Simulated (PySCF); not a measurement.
# C₂HBr₂F, SMILES `F/C(Br)=C/Br`: electronic structure

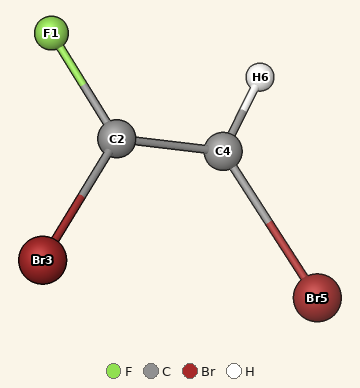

The molecule, with its atoms numbered as below. No frequency check shows the geometry to be a minimum.

Cartesian coordinates (Å):

```
F1       1.5398   -1.9707    0.0000
C2       0.6746   -0.9588    0.0000
Br3      1.5043    0.7260    0.0000
C4      -0.6337   -1.1811    0.0000
Br5     -1.8777    0.2098    0.0000
H6      -1.0376   -2.1809    0.0000
```

### 1. Bonding charge

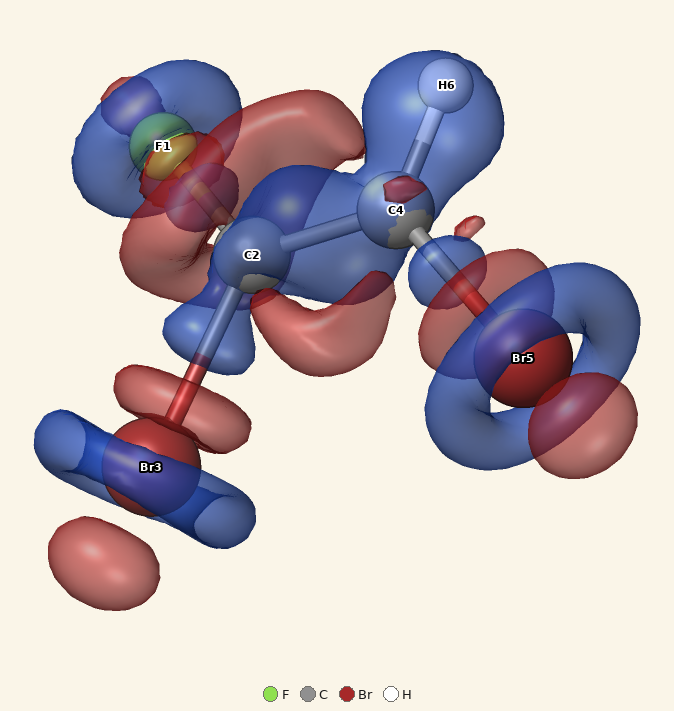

Deformation density (molecule less spherical, spin-averaged free atoms at the same positions), surfaces at ±0.07 e/Å³; blue: gain, red: loss.

Level of theory: PBE/def2-SVPD (PySCF), at a geometry from GFN2-xTB.

Describe the bonding that the map shows.

Answer. C4–H6: +0.70 e/Å³ at the bond critical point (bond length 1.08 Å). C2–C4: +0.67 e/Å³ at the bond critical point (bond length 1.33 Å). C2–Br3: +0.16 e/Å³ at the bond critical point (bond length 1.88 Å). C4–Br5: +0.14 e/Å³ at the bond critical point (bond length 1.87 Å). F1–C2: +0.03 e/Å³ at the bond critical point (bond length 1.33 Å); up to 0.6 Å beside the axis the gain reaches +0.25 e/Å³. In all, 1.4 electrons gather in the regions of gain relative to the promolecule. A small or negative value marks a very polar bond, one between electron-rich atoms, whose free-atom densities already overlap strongly, a long bond to a heavier atom, or a closed-shell contact such as a hydrogen bond.

Where do the Hirshfeld charges lie?

Answer. The highest Hirshfeld charge is on C2 (+0.07 e), the lowest on C4 (−0.07 e).

### 2. Bond critical points

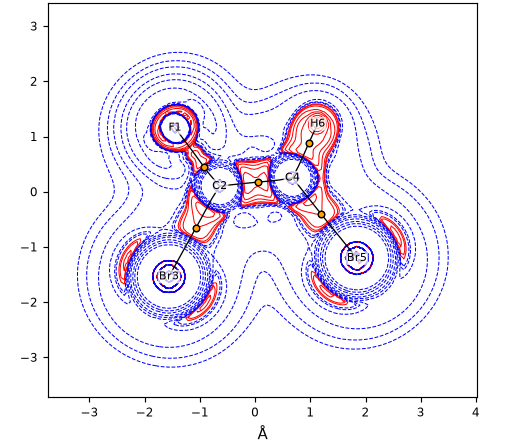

Negative Laplacian of the density (−∇²ρ) in the molecular plane (solid red lines positive, dashed blue lines negative, contours at ±0.02 to ±8 a.u.), with bond paths and bond critical points (dots).

At which bond critical points in this plane is charge locally concentrated, and at which depleted?

Answer. Concentrated (∇²ρ < 0): C2–C4 (−0.88 a.u.); C4–H6 (−1.09 a.u.); C2–Br3 (−0.19 a.u.); C4–Br5 (−0.19 a.u.). Depleted (∇²ρ > 0): F1–C2 (+0.11 a.u., H = −0.380). A positive Laplacian with clearly negative H marks a strongly polar covalent bond, whose critical point lies close to the core of the less electronegative atom.

Where along F1–C2 does the critical point lie?

Answer. 0.88 Å from F1 and 0.45 Å from C2.

### 3. Electrostatic potential

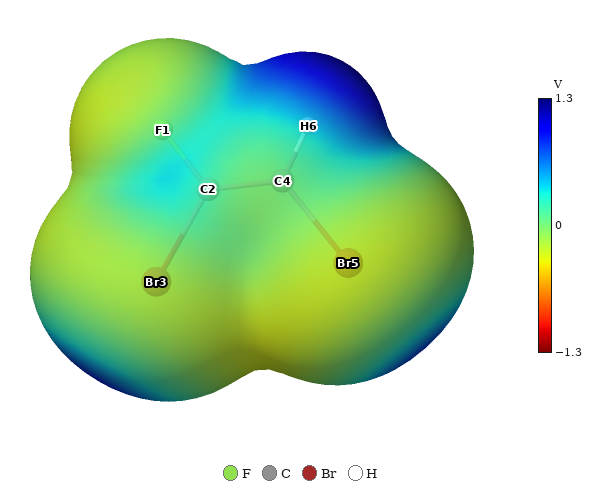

Electrostatic potential on the surface of electron density 0.001 a.u.

Where are the extremes of the potential on the surface?

Answer. Highest: 1.22 V, 1.3 Å from H6. Further maxima include 0.95 V, 2.0 Å from Br3; 0.84 V, 2.0 Å from Br5. Lowest: −0.34 V, 2.3 Å from Br5, and at like points elsewhere. The surface is sampled at points, so like sites can differ by a few per cent and only the strongest of them is named.

Does Br3 carry a σ-hole?

Answer. Yes: a local maximum of +0.95 V lies on the extension of the C2–Br3 bond.

### 4. Removing or adding an electron

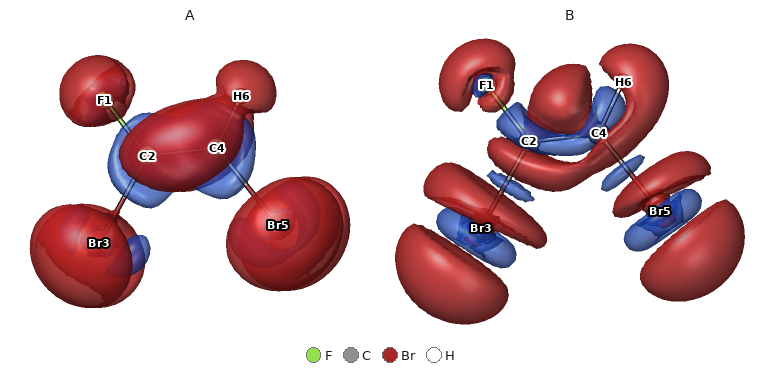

The two Fukui functions at ±0.015 e/Å³ (red positive, blue negative).

PySCF calculation, PBE0/cc-pVDZ, gas phase; geometry: GFN2-xTB.

Which panel is f⁻ (electron removed) and which f⁺ (electron added)?

Answer. A is f⁻, B is f⁺. f⁻ (Hirshfeld-condensed) is largest on Br5 (0.34) and Br3 (0.27); the vertical ionisation energy is 9.34 eV. f⁺ (Hirshfeld-condensed) is largest on Br3 (0.35) and Br5 (0.30); the vertical electron affinity is −1.60 eV (the stability of the anion's solution wasn't checked; negative, but this basis has no diffuse functions, so it doesn't show that the anion is unbound).

What chemical potential and hardness follow from the two energies?

Answer. μ = −(I + A)/2 = −3.87 eV and η = I − A = 10.94 eV.

The PySCF runs shown took 43 s and 3.7 min on 1 thread of Intel(R) Xeon(R) Processor @ 2.50GHz (Skylake/Cascade Lake), on a shared host.
